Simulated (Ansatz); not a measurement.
```xyz
8

H     1.7239   -0.6173    0.6093
Si   -0.7995    1.2641    0.0396
F    -0.5894    0.7278   -1.4612
N     1.3057   -1.4250    0.1658
H    -1.4473    2.6026   -0.0611
H    -1.6786    0.2963    0.7537
H     0.4972   -1.6993    0.7087
H     0.9880   -1.1494   -0.7548
```

The product side of a reaction path; geometry: PBE0-D4/def2-TZVP.

Theory: Ansatz, UKS PBE0-D4/def2-TZVPP.

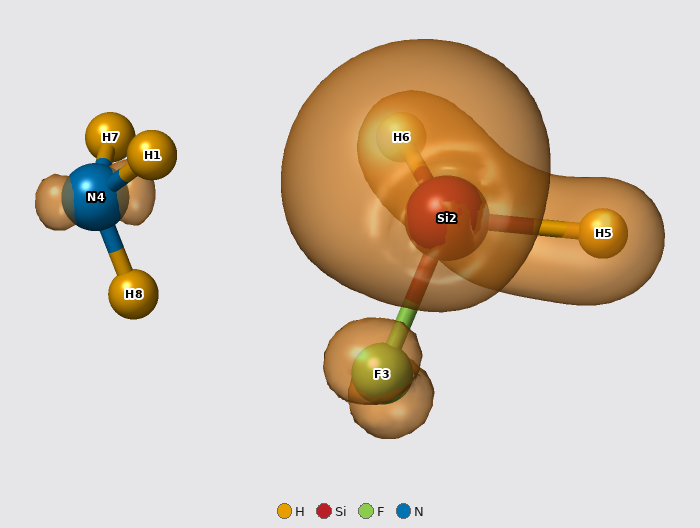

NH3···FH2Si (doublet). Isosurfaces of the spin density at +0.02 (orange) and −0.02 e/Å³ (purple), seen at a tilt.

### Where is the unpaired spin?

The unpaired spin (1 electron) lies mostly on Si2 (about 0.8), in electrons by Hirshfeld's partition. Only one sign reaches the isovalue.
